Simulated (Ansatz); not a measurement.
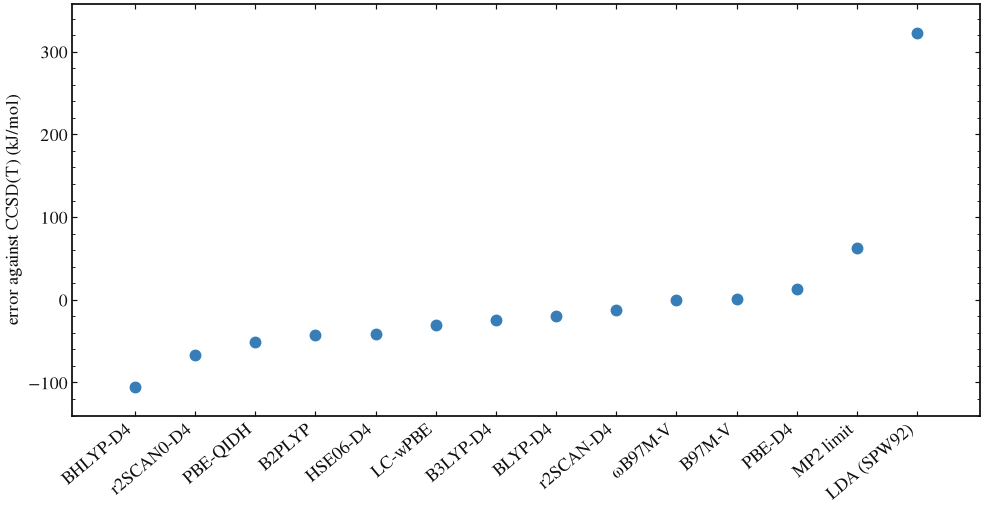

Error in the electronic atomisation energy (method less reference, so positive means overbinding) of AlNH₃SF, SMILES [NH2][Al]([F])[SH], singlet: functionals in def2-TZVPP against frozen-core CCSD(T) at the limit (MP2 extrapolated from triple and quadruple zeta, plus CCSD(T) less MP2 in a smaller set), which gives 2476.2 kJ/mol, at a PBE0-D4/def2-TZVP geometry (a minimum by its frequencies), no zero-point or spin-orbit term, the Ansatz code. The reference leaves out core correlation, a term that grows with the number of heavy atoms. PBE-QIDH and B2PLYP hold a correlation term that converges slowly with the basis, so part of the distance to the limit is basis error. No dispersion term is added to PBE-QIDH, B2PLYP and LC-wPBE. Limit means the basis limit.

Which of these levels overbind, and which underbind?

Answer. Overbind: MP2 limit and LDA (SPW92). Underbind: BHLYP-D4, r2SCAN0-D4, PBE-QIDH, B2PLYP, HSE06-D4, LC-wPBE and B3LYP-D4. Within 20 kJ/mol of zero, too close to call in view of what the reference leaves out: BLYP-D4, r2SCAN-D4, ωB97M-V, B97M-V and PBE-D4.

Give the values.

Answer.
```
      level  kJ/mol
   BHLYP-D4  −105.9
 r2SCAN0-D4   −66.3
   PBE-QIDH   −51.6
     B2PLYP   −43.1
   HSE06-D4   −40.9
    LC-wPBE   −30.5
   B3LYP-D4   −24.7
    BLYP-D4   −19.0
  r2SCAN-D4   −12.2
    ωB97M-V    −0.7
     B97M-V     0.6
     PBE-D4    13.0
  MP2 limit    62.1
LDA (SPW92)   322.8
```
